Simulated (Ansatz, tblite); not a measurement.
# The cluster Ga₃H₅: spin-state energies by level

Is the singlet the ground state of the cluster Ga₃H₅? Other spin states are computed and compared level by level.

Computed with Ansatz 0.2.0, Gaussian basis. Level: as each input shows.

Plan: triplet, at the geometry of the singlet (GFN1-xTB, GFN2-xTB, PBE0-D4/def2-TZVP, PBE-D4/def2-TZVP, r2SCAN-D4/def2-TZVP); the singlet's energies come from earlier runs.

### 1 The structure

The singlet was relaxed beforehand with r2SCAN-D4/def2-SVP. At that level it is the lowest of the isomers that a small search found.

8 atoms, charge 0, spin multiplicity 1.

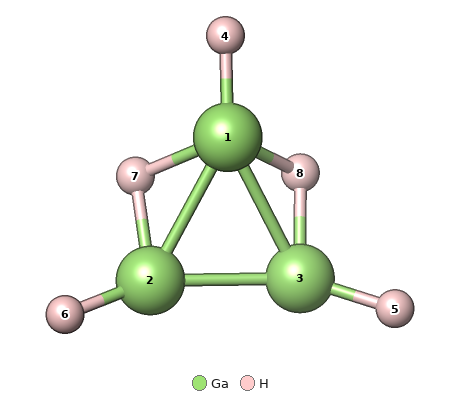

The structure; gallium green, hydrogen pink; atoms are numbered from 1 in the order of the file.

Coordinates:

```
Ga   -1.02411   -0.63442    0.35716
Ga    0.10077    1.24968   -0.91288
Ga    1.46213   -0.49915   -0.19255
H    -2.15466   -1.10222    1.33603
H     2.48387   -1.65073   -0.36856
H    -0.49916    2.22040   -1.95995
H    -0.92102    1.18398    0.48363
H     0.55217   -0.76754    1.25712
```

### 2 Triplet at the fixed geometry, GFN1-xTB

Tight binding, by tblite at 300 K electronic temperature and without a spin-polarisation term:

```python
tblite.interface.Calculator('GFN1-xTB', numbers, positions, charge=0, uhf=2).singlepoint()
```

Energy -176.2634 eV; 0.004 s.

### 3 Triplet at the fixed geometry, GFN2-xTB

Tight binding, by tblite at 300 K electronic temperature and without a spin-polarisation term:

```python
tblite.interface.Calculator('GFN2-xTB', numbers, positions, charge=0, uhf=2).singlepoint()
```

Energy -160.5323 eV; 0.003 s.

### 4 Triplet at the fixed geometry, PBE0-D4/def2-TZVP

in.yaml reads:

```yaml
crystal:
  periodic: [false, false, false]
  atoms:
    - {symbol: Ga, position_ang: [-1.024113, -0.634424, 0.357157]}
    - {symbol: Ga, position_ang: [0.100771, 1.249677, -0.912877]}
    - {symbol: Ga, position_ang: [1.462127, -0.499153, -0.192547]}
    - {symbol: H, position_ang: [-2.154663, -1.102221, 1.336034]}
    - {symbol: H, position_ang: [2.483867, -1.650729, -0.368555]}
    - {symbol: H, position_ang: [-0.499157, 2.220399, -1.959952]}
    - {symbol: H, position_ang: [-0.921017, 1.183979, 0.483632]}
    - {symbol: H, position_ang: [0.552174, -0.767539, 1.257118]}
basis:
  gaussian: {orbitals: def2-TZVP}
magnetization: {spin_polarized: true, initial_magnetization: 2}
hamiltonian: {xc: pbe0, dispersion: d4}
scf: {omitted_lower_state_checks: [starts]}
output: {orbitals: {seedname: orbitals}}
```

Started as:

```
> ansatz run in.yaml --threads 4 --pin off --events-out ev --progress --plain --max-ram 3916MiB
```

Standard output:

```text
Functional definition: PBE0
  name "PBE0"
  cite "Adamo & Barone, J. Chem. Phys. 110, 6158 (1999) doi:10.1063/1.478522"
  cite "Perdew, Burke & Ernzerhof, Phys. Rev. Lett. 77, 3865 (1996) doi:10.1103/PhysRevLett.77.3865"
  parent pbe
  parameter a = 0.25
  parameter kappa = 0.804
  parameter beta = 0.06672455060314922
  exchange = (1 - a)*pbe_x(kappa = kappa, mu = beta*pi^2/3) + a*exact_x
  correlation = pbe_c(beta = beta)
these checks for a lower state are left out or cut short: starts
1216 factors; integrals over basis functions are off by at most 1.0e-3 eV
mean field evaluation 1: about -157189.7944 eV, gradient 2.6e1 eV
mean field evaluation 2: about -157189.7219 eV, gradient 3.2e1 eV
mean field evaluation 4: about -157191.3522 eV, gradient 6.9e-1 eV
mean field evaluation 8: about -157191.3878 eV, gradient 1.4e-1 eV
mean field evaluation 16: about -157191.3883 eV, gradient 1.0e-2 eV
mean field evaluation 32: about -157191.3884 eV, gradient 7.8e-5 eV
mean field -157191.38838543 eV, -5776.6769750149 hartree, gradient 5.0e-6 eV, S^2 2.011642; 0 other end points of the search recorded, 0 dependent functions left out
reference -157191.38842228 eV, -5776.6769763688 hartree; 50, 48 occupied and 124, 126 virtual orbitals, 1216 factors
Total energy: -157191.57301736 eV, -5776.6837601130 hartree
Checks for a lower state left out: starts
```

Run time: 11 s. Hardware: 4 threads of Arm Neoverse V2, shared host; peak memory 0.78 GiB.

HOMO -3.59 eV, LUMO -4.38 eV (over both spins; with the spin held, an empty level of the minority spin lies below the top filled one); ⟨S²⟩ 2.012 (pure: 2.00).

### 5 Triplet at the fixed geometry, PBE-D4/def2-TZVP

start.molden holds the orbitals of an earlier run on this state, given as this run's starting guess.

Edit in.yaml of step 4 so:

```diff
@@ -12,5 +12,5 @@
 basis:
-  gaussian: {orbitals: def2-TZVP}
+  gaussian: {orbitals: def2-TZVP, initial_orbitals: start.molden}
 magnetization: {spin_polarized: true, initial_magnetization: 2}
-hamiltonian: {xc: pbe0, dispersion: d4}
+hamiltonian: {xc: pbe, dispersion: d4}
 scf: {omitted_lower_state_checks: [starts]}
```

Launched as before.

Standard output:

```text
Functional definition: PBE
  name "PBE"
  cite "Perdew, Burke & Ernzerhof, Phys. Rev. Lett. 77, 3865 (1996) doi:10.1103/PhysRevLett.77.3865"
  parent pbe
  parameter kappa = 0.804
  parameter beta = 0.06672455060314922
  exchange = pbe_x(kappa = kappa, mu = beta*pi^2/3)
  correlation = pbe_c(beta = beta)
these checks for a lower state are left out or cut short: starts
1324 factors; their error is unknown
mean field evaluation 1: about -157187.9971 eV, gradient 9.5e0 eV
mean field evaluation 2: about -157188.1770 eV, gradient 2.4e-1 eV
mean field evaluation 4: about -157188.1432 eV, gradient 2.3e-2 eV
mean field evaluation 8: about -157188.1432 eV, gradient 1.4e-5 eV
mean field -157188.14318502 eV, -5776.5577160993 hartree, gradient 1.4e-5 eV, S^2 2.006500; 0 other end points of the search recorded, 0 dependent functions left out
reference -157188.14323406 eV, -5776.5577179016 hartree; 50, 48 occupied and 124, 126 virtual orbitals, 1324 factors
Total energy: -157188.35970630 eV, -5776.5656731095 hartree
Checks for a lower state left out: starts
```

It took 4.4 s on 4 threads of Arm Neoverse V2, shared host.

HOMO -2.95 eV, LUMO -5.19 eV (over both spins; with the spin held, an empty level of the minority spin lies below the top filled one); ⟨S²⟩ 2.007 (pure: 2.00).

### 6 Triplet at the fixed geometry, r2SCAN-D4/def2-TZVP

Edit in.yaml of step 5 so:

```diff
@@ -14,3 +14,3 @@
 magnetization: {spin_polarized: true, initial_magnetization: 2}
-hamiltonian: {xc: pbe, dispersion: d4}
+hamiltonian: {xc: r2scan, dispersion: d4}
 scf: {omitted_lower_state_checks: [starts]}
```

Launched as before.

Standard output:

```text
Functional definition: r2SCAN
  name "r2SCAN"
  cite "Furness, Kaplan, Ning, Perdew & Sun, J. Phys. Chem. Lett. 11, 8208 (2020) doi:10.1021/acs.jpclett.0c02405"
  cite "Furness, Kaplan, Ning, Perdew & Sun, J. Phys. Chem. Lett. 11, 9248 (2020) doi:10.1021/acs.jpclett.0c03077"
  parent r2scan
  parameter k0 = 0.174
  parameter k1 = 0.065
  parameter a1 = 4.9479
  exchange = r2scan_x(k0 = k0, k1 = k1, a1 = a1)
  correlation = r2scan_c
these checks for a lower state are left out or cut short: starts
1324 factors; their error is unknown
mean field evaluation 1: about -157211.4362 eV, gradient 6.4e0 eV
mean field evaluation 2: about -157211.5097 eV, gradient 1.1e-1 eV
mean field evaluation 4: about -157211.4665 eV, gradient 1.7e-2 eV
mean field evaluation 8: about -157211.4665 eV, gradient 8.0e-5 eV
mean field -157211.46651203 eV, -5777.4148325578 hartree, gradient 1.1e-5 eV, S^2 2.017151; 0 other end points of the search recorded, 0 dependent functions left out
reference -157211.46653064 eV, -5777.4148332418 hartree; 50, 48 occupied and 124, 126 virtual orbitals, 1324 factors
Total energy: -157211.51173619 eV, -5777.4164945151 hartree
Checks for a lower state left out: starts
```

Run time: 10 s. Hardware: 4 threads of Arm Neoverse V2, shared host.

HOMO -3.20 eV, LUMO -4.93 eV (over both spins; with the spin held, an empty level of the minority spin lies below the top filled one); ⟨S²⟩ 2.017 (pure: 2.00).

### 7 Triplet less singlet, vertical

The singlet's energies are those of its earlier runs, whose logs aren't repeated here.

```csv
level,"triplet less singlet, vertical (eV)",time
GFN1-xTB,+3.422,0.008 s
GFN2-xTB,+2.392,0.006 s
PBE-D4/def2-TZVP,+2.634,6.4 s
r2SCAN-D4/def2-TZVP,+2.545,14 s
PBE0-D4/def2-TZVP,+2.653,14 s
```

Times add the two runs; a level without a time comes out of a correlated run. Tight binding without a spin term can't rank spin states.

### 8 Outcome

| quantity | value |
| --- | --- |
| triplet less singlet, vertical, functionals in def2-TZVP | +2.545 (r2SCAN-D4) to +2.653 eV (PBE0-D4) |

All functionals put the triplet above the singlet, over a spread of 0.108 eV. The checks for a lower triplet were left out, so another state of that spin may lie lower. These are electronic energies, without zero-point motion, entropy or surroundings.
